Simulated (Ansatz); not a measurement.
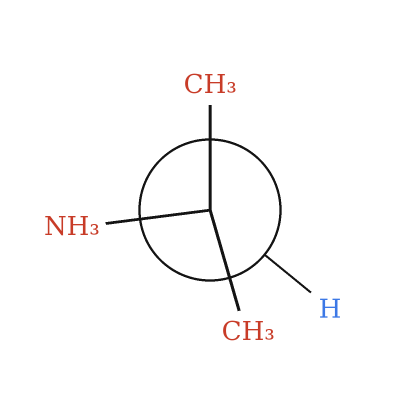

A Newman projection along the In–O bond, indium in front; angles are drawn as computed, but eclipsed bonds slightly apart. Computed geometry: PBE-D4/def2-SVP optimisation. No frequency run is at hand to confirm it as a minimum.

Which molecule is it?

Answer. C2H10InNO, [CH3][In-]([CH3])([NH3+])[OH]

What is the torsion angle from the front NH3 to the back H? The sign is positive where the front bond must turn clockwise to cover the back bond.

Answer. −133°, anticlinal.
